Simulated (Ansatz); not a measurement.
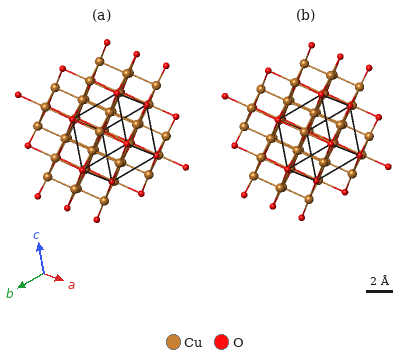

The structure of a crystal of Cu3O (a generated structure, set up in Im-3m) (coarse preliminary run) before (left) and after (right) a relaxation, at one scale.

A ball-and-stick model of the cell of the calculation, repeated 2 × 2 × 2 with one cell outlined, seen from a free direction.

Computed with Ansatz, DFT PBE, scalar-relativistic, plane waves, PAW. Settings: plane-wave cutoff 420 eV; k-point mesh 6 × 6 × 6; occupations gaussian; smearing width 0.1 eV; collinear spin; cell and atoms relaxed; force threshold 0.04 eV/Å; at most 70 steps.

Question: Describe what moved and what it gained.

Answer: Over 3 accepted moves (4 points after the start) the energy falls by 27.8 meV per atom. All forces vanish by symmetry, so only the cell relaxes. Pressure: −7.68 GPa at the start and −0.12 GPa at the end. At 1 point the geometry stayed and the basis and grid were re-selected for the new cell (energy shift of 1.6 meV per atom at most each time). No atom moves by more than 0.005 Å relative to the cell. Cell: a = b = c 4.121 → 4.010 Å (−2.7 %). Volume −7.8 %. Some distances before and after: Cu–Cu 2.379 → 2.315 Å, Cu–O 2.379 → 2.315 Å. The space group stays Im-3m (No. 229). The program noted that the starting moments weren't kept.
